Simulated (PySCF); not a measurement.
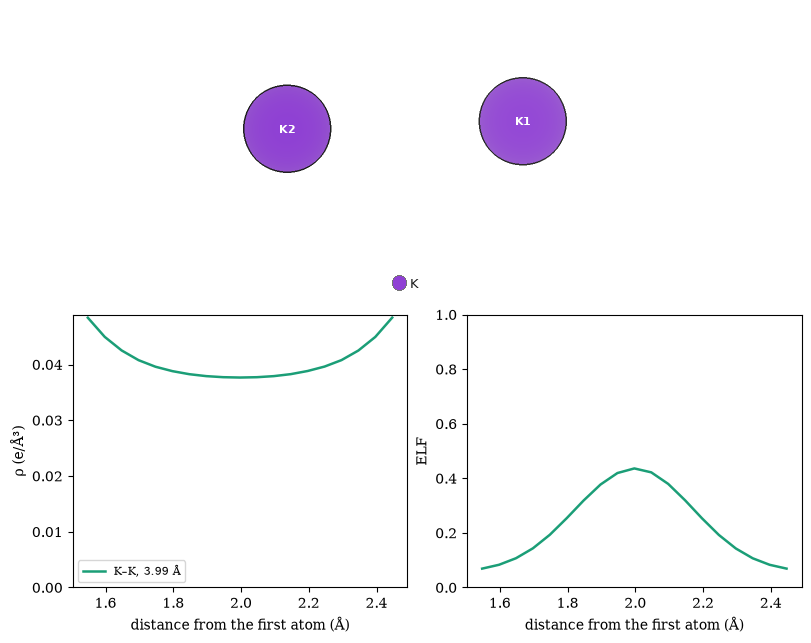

Figure 1: K2. Total electron density and electron localisation function along straight lines between neighbouring atoms. The curves leave out the atomic cores. The structure is drawn too.

These are results of PySCF 2.14.0, PBE0/x2c-TZVPall, spin-free X2C-1e, Gaussian nucleus, at a bond length of 3.994 Å, not measurements.

```csv
atom,x (Å),y (Å),z (Å)
K,0.0000,0.0000,-1.9970
K,0.0000,0.0000,1.9970
```

> What can be read from the curves?

K–K (3.99 Å): ρ at the midpoint is about 0.04 e/Å³; the ELF is about 0.45 at the midpoint.
